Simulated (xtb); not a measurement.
## C2H5NO: geometry relaxation (part 3 of 3)

Continued. System: C2H5NO (Acetaldoxime). Method: GFN2-xTB (xtb 6.7.1). The geometry comes from this level: PBE0-D4/def2-TZVP.

Geometry of the input (Å):
```
C  -0.9993  0.5879  0.6882
C  -0.1589  -0.2195  -0.2306
N  1.1019  -0.1226  -0.1879
O  1.7129  -0.9497  -1.1165
H  -1.6197  -0.0605  1.3139
H  -0.3737  1.2077  1.3300
H  -1.6792  1.2325  0.1232
H  -0.6318  -0.8981  -0.9442
H  2.6477  -0.7776  -0.9760
```

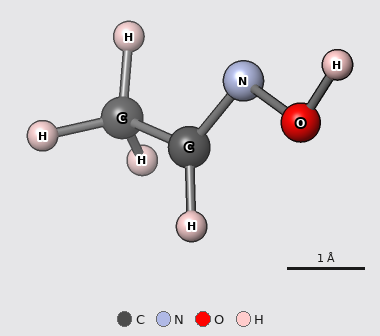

*The structure as given in the input (ball-and-stick view, seen at a tilt).*

Key numbers

- outcome: converged
- electrons treated: 24
- total energy: −13.750779 hartree
- dispersion energy: −0.003280 hartree
- basis functions: 21
- HOMO: −10.60 eV
- LUMO: −6.24 eV
- dipole moment: 1.01 D
- hardware: 1 thread of Intel Xeon (Granite Rapids), 64 GiB of memory available, shared host
- peak memory: 0.071 GiB
